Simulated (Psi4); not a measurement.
# AlNH2Cl (SMILES [NH2][Al][Cl]) at U-wB97M-V/aug-cc-pVDZ

What is the vertical doublet–quartet gap of AlNH2Cl at U-wB97M-V/aug-cc-pVDZ? 

The results are computed with Psi4 1.11.

2 further runs of the same task are left out: 2 set aside as unsound or not needed.

## Step 1: The structure to begin with

AlNH2Cl has 5 atoms, charge 0, and is taken as a doublet. As SMILES, `[NH2][Al][Cl]`. The shape is that of a PBE0-D4/def2-TZVP optimisation. This is one conformer, not always the lowest.

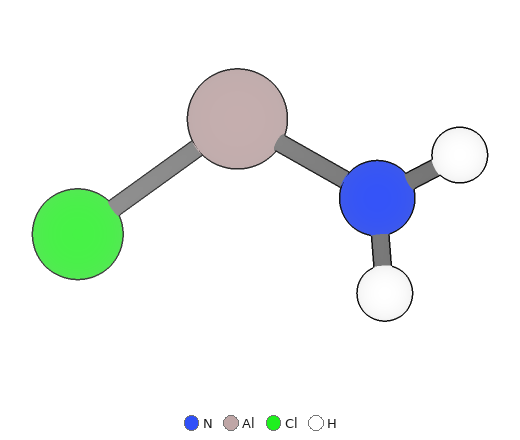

Viewed from a chosen angle; nitrogen blue, aluminium light grey, chlorine green, hydrogen white.

## Step 2: A single-point energy at U-wB97M-V/aug-cc-pVDZ

Contents of input.dat:

```
memory 2200 mb

molecule {
  0 2
  N     -0.549400     0.461700    -0.232000
  Al     0.402600    -0.291600     1.049100
  Cl     1.907000    -1.649700     0.440800
  H     -1.293600     1.123300    -0.083500
  H     -0.416600     0.282700    -1.215900
  units angstrom
  symmetry c1
  no_reorient
  no_com
}

set {
  basis                aug-cc-pVDZ
  reference            uks
  puream               true
  e_convergence        1e-09
  d_convergence        1e-08
  scf_type             pk
  dft_radial_points    99
  dft_spherical_points 590
  maxiter              100
}

result, w = energy('wb97m-v', return_wfn=True)
```

Launch:

```console
$ psi4 -n 1 input.dat output.dat
```

output.dat:

```text
[...]
  Running in c1 symmetry.
[...]
  Nuclear repulsion =  119.524169334353630
[...]
  Multiplicity = 2
[...]
  Nalpha       = 20
  Nbeta        = 19
[...]
    Number of basis functions: 95
[...]
   @UKS iter   1:  -758.33398219527896   -4.25074e-01   8.08505e-03 DIIS/ADIIS
[...]
   @UKS iter  13:  -758.60370335722178   -4.77485e-12   3.69866e-09 DIIS
[...]
   @S^2 Observed:                7.510028449E-01
[...]
    Orbital Energies [Eh]
    ---------------------
    Alpha Occupied:
       1A   -101.862871     2A    -56.360762     3A    -14.505417
       4A     -9.630003     5A     -7.331756     6A     -7.327242
       7A     -7.327029     8A     -4.329684     9A     -2.844315
      10A     -2.843856    11A     -2.840576    12A     -0.965370
      13A     -0.926182    14A     -0.595401    15A     -0.561089
      16A     -0.482028    17A     -0.428711    18A     -0.424495
      19A     -0.375663    20A     -0.289208
    Alpha Virtual:
      21A      0.012646    22A      0.013498    23A      0.020147
      24A      0.028052    25A      0.048746    26A      0.054951
[...]
  @UKS Final Energy:  -758.60370335722178
   => Energetics <=
    Nuclear Repulsion Energy =            119.5241693343536298
    One-Electron Energy =               -1286.1860769700433593
    Two-Electron Energy =                 449.3626796625404154
    DFT Exchange-Correlation Energy =     -41.4663351573399481
    Empirical Dispersion Energy =           0.0000000000000000
    VV10 Nonlocal Energy =                  0.1618597732674140
    Total Energy =                       -758.6037033572217751
[...]
 Multipole Moments:
 ------------------------------------------------------------------------------------
     Multipole            Electronic (a.u.)      Nuclear  (a.u.)        Total (a.u.)
 ------------------------------------------------------------------------------------
 L = 1.  Multiply by 2.5417464519 to convert [e a0] to [Debye]
 Dipole X            :        -61.3449430           60.6541615           -0.6907815
 Dipole Y            :         52.0042640          -51.3963932            0.6078708
 Dipole Z            :        -34.3742424           34.4090782            0.0348357
 Magnitude           :                                                    0.9208146
[...]
```

Run time: 87 s. Hardware: 1 thread of INTEL XEON PLATINUM 8581C at 2.10GHz (Emerald Rapids), shared host; peak memory 1.5 GiB.

## Step 3: The quartet, same level

Contents of alclh2n_ase.py:

```python
import numpy as np
from ase.calculators.psi4 import Psi4
from ase import Atoms

mol = Atoms(['N', 'Al', 'Cl', 'H', 'H'], positions=[
    [-0.549400, 0.461700, -0.232000],
    [0.402600, -0.291600, 1.049100],
    [1.907000, -1.649700, 0.440800],
    [-1.293600, 1.123300, -0.083500],
    [-0.416600, 0.282700, -1.215900],
])
calc = Psi4(atoms=mol, method='wb97m-v', basis='aug-cc-pVDZ', memory='2200MB', num_threads=1, charge=0, multiplicity=4, label='calc', reference='uks')
calc.psi4.set_options({'puream': True, 'e_convergence': 1e-09, 'd_convergence': 1e-08, 'scf_type': 'pk', 'dft_radial_points': 99, 'dft_spherical_points': 590, 'maxiter': 100})
mol.calc = calc

print(f'energy: {mol.get_potential_energy():.6f} eV')
```

Launch:

```console
$ python alclh2n_ase.py
```

calc.dat:

```text
[...]
  Running in c1 symmetry.
[...]
  Nuclear repulsion =  119.524169334353630
[...]
  Multiplicity = 4
[...]
  Nalpha       = 21
  Nbeta        = 18
[...]
    Number of basis functions: 95
[...]
   @UKS iter   1:  -758.03776360585653   -1.28855e-01   8.35439e-03 DIIS/ADIIS
[...]
   @UKS iter  17:  -758.39911754760453   -5.17275e-11   4.63076e-09 DIIS
[...]
   @S^2 Observed:                3.753467617E+00
[...]
    Orbital Energies [Eh]
    ---------------------
    Alpha Occupied:
       1A   -101.847562     2A    -56.335548     3A    -14.682283
       4A     -9.614215     5A     -7.315882     6A     -7.311672
       7A     -7.311575     8A     -4.308986     9A     -2.823816
      10A     -2.822357    11A     -2.822093    12A     -1.132349
      13A     -0.910980    14A     -0.740350    15A     -0.679087
      16A     -0.575118    17A     -0.481879    18A     -0.412442
      19A     -0.411724    20A     -0.287587    21A     -0.161086
    Alpha Virtual:
      22A     -0.018141    23A      0.011540    24A      0.031145
      25A      0.035115    26A      0.038873    27A      0.049324
[...]
  @UKS Final Energy:  -758.39911754760453
   => Energetics <=
    Nuclear Repulsion Energy =            119.5241693343536298
    One-Electron Energy =               -1285.2106789994641076
    Two-Electron Energy =                 448.5530713493126314
    DFT Exchange-Correlation Energy =     -41.4271520129773592
    Empirical Dispersion Energy =           0.0000000000000000
    VV10 Nonlocal Energy =                  0.1614727811704627
    Total Energy =                       -758.3991175476046465
[...]
 Multipole Moments:
 ------------------------------------------------------------------------------------
     Multipole            Electronic (a.u.)      Nuclear  (a.u.)        Total (a.u.)
 ------------------------------------------------------------------------------------
 L = 1.  Multiply by 2.5417464519 to convert [e a0] to [Debye]
 Dipole X            :          2.1003703           -3.7462745           -1.6459041
 Dipole Y            :         -1.7793110            3.1189524            1.3396414
 Dipole Z            :          0.9814306           -2.6086102           -1.6271795
 Magnitude           :                                                    2.6742013
[...]
```

On the terminal:

```text
energy: -20637.091148 eV
```

It took 1.8 min on 1 thread of INTEL XEON PLATINUM 8581C at 2.10GHz (Emerald Rapids), shared host; peak memory 1.5 GiB.

## Step 4: Results

Level: U-wB97M-V/aug-cc-pVDZ.

| quantity | value |
| --- | --- |
| doublet: total energy | -758.60370 Eh |
| doublet: dipole moment | 2.34 D |
| doublet: HOMO energy (highest over α and β) | -7.87 eV |
| doublet: LUMO energy (lowest over α and β) | -1.35 eV |
| doublet: ⟨S²⟩ | 0.751 |
| quartet: total energy | -758.39912 Eh |
| quartet: dipole moment | 6.80 D |
| quartet: HOMO energy (highest over α and β) | -4.38 eV |
| quartet: ⟨S²⟩ | 3.753 |
| vertical energy of the quartet above the doublet | 5.567 eV |

In words: At this shape the quartet lies 5.57 eV (128 kcal/mol) above the doublet.
